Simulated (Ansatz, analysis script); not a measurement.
# FePt (Tetraferroplatinum): energy less the state without spin against total moment, fitted and tested on a withheld row

System: FePt (Tetraferroplatinum), 1 Fe and 1 Pt in the cell, space group P4/mmm. Cell as run: a = 2.724, b = 2.724, c = 3.720 Å, angles 90.0, 90.0, 90.0°, 2 atoms. From the study “Fixed-spin-moment curve of FePt (Tetraferroplatinum)”.

Method: Free energy against the fixed total moment and moment against field, from collinear runs; PBE, PAW set soft_1 (analysis script 1). Settings shared by all rows: cutoff 420 eV, 14×14×10 k-mesh, Fermi-Dirac occupations, smearing width 0.05 eV. The free run, at 3.28 μB, lies 731 meV under the state without spin and so below every fixed moment tried: the minimum falls between two of them. Among the fixed moments, E(M) falls 720 meV below the state without spin and is lowest near 3.111 μB on this grid. I·N/2 = 1.9 is over 1, so the state without spin is unstable to a uniform moment. In doubt: the program's search for lower states was switched off, so a lower magnetic state than those reached may exist.

Results; the value marked ? is withheld:

```csv
total moment (μB/cell),energy less the state without spin (meV/cell)
0,0.0
0.444,-22.6
0.889,-80.8
1.333,-172.0
1.778,-301.2
2.222,-456.4
2.667,-611.2
3.111,-719.5
3.556,?
4,-499.1
```

Q: Fit the rows given and predict the energy less the state without spin at total moment = 3.556 μB/cell.

**Law.** Time reversal makes the energy even in the moment, so it is expanded as a Landau series from the state without spin. In symbols, E = c2 M² + c4 M⁴ + c6 M⁶, with energy less the state without spin in meV/cell.

**Fit.** Least squares on 8 rows gives c2 = -97.919, c4 = -0.24337 and c6 = 0.27587.

```csv
total moment (μB/cell),computed,fit,computed − fit
0.444,-22.6,-19.31,-3.29
0.889,-80.8,-77.40,-3.40
1.333,-172.0,-173.21,1.21
1.778,-301.2,-303.27,2.07
2.222,-456.4,-456.18,-0.22
2.667,-611.2,-609.52,-1.68
3.111,-719.5,-720.39,0.89
4,-499.1,-499.04,-0.06
```

The quadratic term is negative, so within this fit the state without spin is unstable against a small uniform moment.

**Prediction.** At total moment = 3.556 μB/cell the law predicts -719.32 meV/cell. The computed value is -702.0 meV/cell, 17.32 above the prediction. The row lies between fitted rows, so this is an interpolation. The miss is 8.7 times the rms residual of the fit, 1.99.

So the prediction fails: the law follows the fitted rows but not this one.

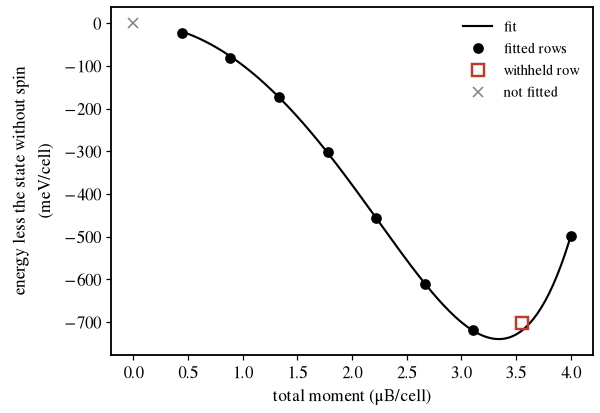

The rows, the fitted law and the withheld row.

[Logs and program files are shortened in this print: banners, set-up blocks, solver, clock and traceback lines can be left out without a mark of their own.]

[Logs are printed without paths, hosts, clocks, repeated set-up lines and the standing remarks that a program may print on its own settings, such as how far it seeks lower states.]

[Hosts, paths, dates, database ids (printed as entryN), source tags and the programs' standing remarks are cut or masked in the printed files.]
